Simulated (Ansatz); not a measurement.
# Fields on a plane of MgO (rock salt)

```
CELL_PARAMETERS angstrom
      0.00000     2.10219     2.10219
      2.10219     0.00000     2.10219
      2.10219     2.10219     0.00000
ATOMIC_POSITIONS crystal
  O  0.00000 0.00000 0.00000
  Mg 0.50000 0.50000 0.50000
```

The slice is a {100} plane (indices of the conventional cell) through the point (0.500, 0.500, 0.500) (fractional), spanned by u = [100] and v = [0 1 -1] in vectors of this cell: u (2.97 Å) and v (2.97 Å, at 90° to u). It covers one period; positions are fractions (u, v).

Atoms on it: O at (0.50, 0.50); Mg at (0.00, 0.00).

Calculation: r2SCAN (plane waves to 500 eV, PAW, scalar-relativistic; Ansatz, a quantum-chemistry and plane-wave program). k mesh 13×13×13. Inside the PAW spheres the values are not all-electron values, and peaks at nuclei hang on which shells count as valence. MgO was relaxed with its symmetry unable to fall.

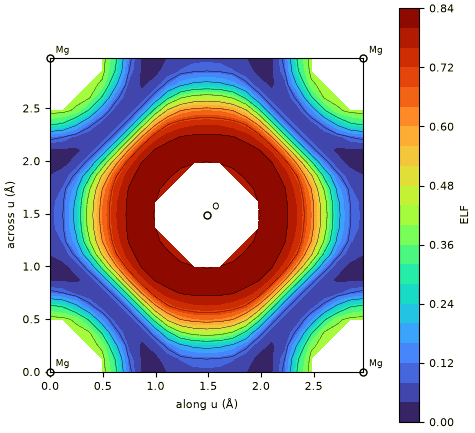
Electron localisation function (ELF), one period of the plane, atoms marked. Points within 0.4 Å of a nucleus are left white, as the pseudised field means little there.

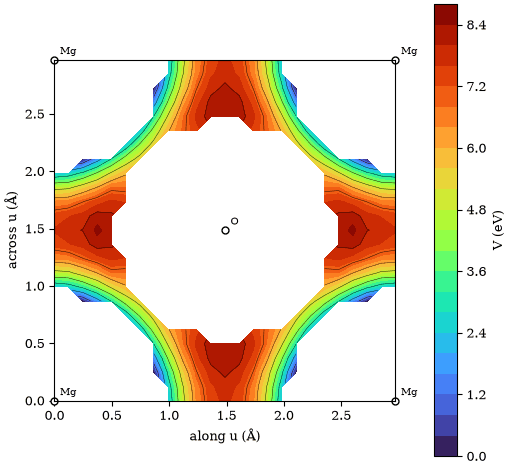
Figure: Electrostatic potential energy of an electron, from the cell's mean, in eV, one period of the plane, atoms marked. Points within 0.9 Å of a nucleus are left white, as the pseudised field means little there. The zero, the cell's mean, hangs on the PAW cores.

* **Density on the O–Mg line (2.10 Å) at its density minimum, 1.2 Å from O**: 0.26 e/Å³
* **ELF at that point**: 0.06
* **Character of the O–Mg contact (rough rule: ELF there above 0.7 covalent, below 0.2 ionic, polar between)**: closed-shell (ionic)
